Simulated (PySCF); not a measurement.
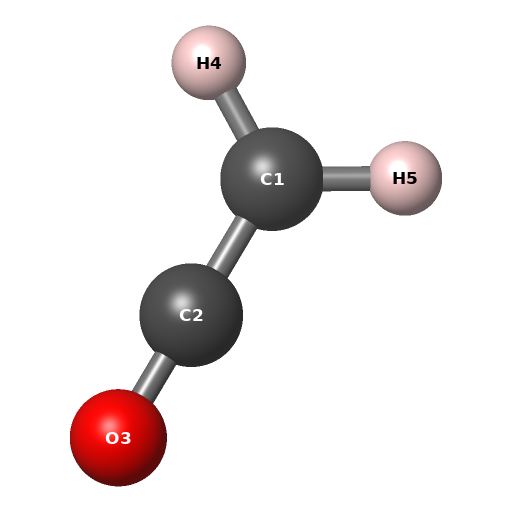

Computed geometry: GFN2-xTB optimisation. No frequency run is at hand to confirm it as a minimum. Properties computed with B3LYP/pcJ-1 indirect spin-spin coupling, non-relativistic, gas phase (PySCF 2.14.0). Isotopes: 13C, 1H, 17O.

Give the spin–spin coupling constants of these pairs, with the number of bonds between them: C1/H4, C1/C2, C2/H5, O3/H4.

```
  pair  bonds apart  J (Hz)
C1, H4            1   183.0
C1, C2            1   132.5
C2, H5            2     3.2
O3, H4            3    −1.6
```
